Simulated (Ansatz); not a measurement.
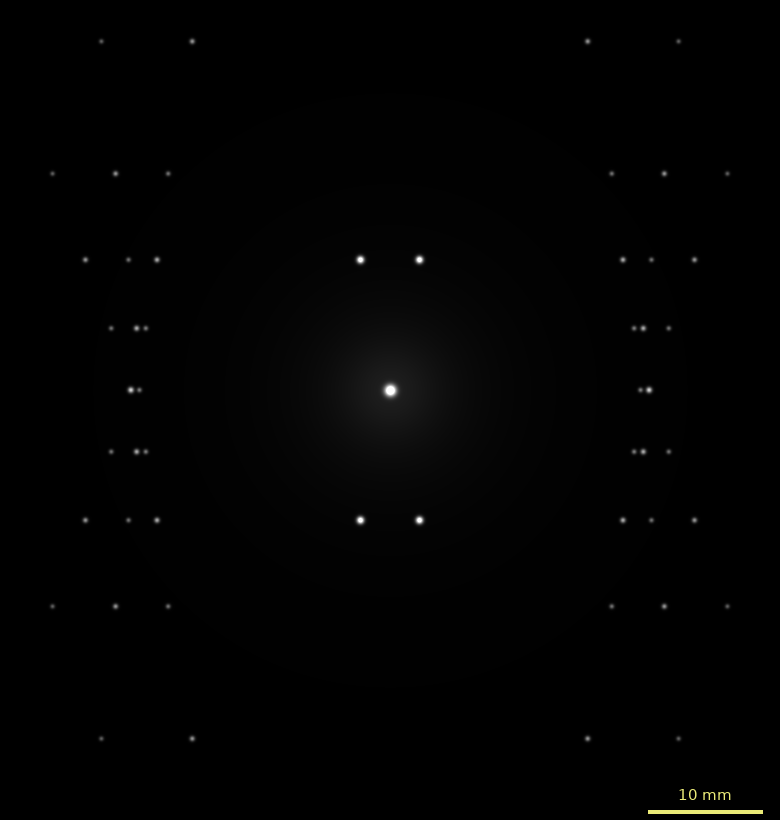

Simulated X-ray rotation photograph: Cu Kα radiation (λ = 1.5418 Å), cylindrical film of radius 30.0 mm unrolled, rotation axis vertical and normal to the beam, kinematic intensities without Lorentz or polarisation factors, the film spanning ±63° about the beam; spots down to d = 1.48 Å.

### What lattice repeat along the rotation axis do the layer lines give?

The first layer line lies 5.5 mm from the equator, so tan ν = 0.182, sin ν = 0.179 and the period is λ/sin ν = 8.60 Å. Further lines follow at 11.5, 19.1, 30.8 mm.

The crystal is C, space group P6_3/mmc (No. 194), a = 2.466 Å, c = 8.242 Å (hexagonal axes). Structure: the geometry relaxed at fixed volume with DFT PBE, spin-orbit coupling, plane waves, PAW in Ansatz.

### About which axis was it rotated?

About [101] (or an equivalent direction), whose length in the conventional cell is 8.603 Å.
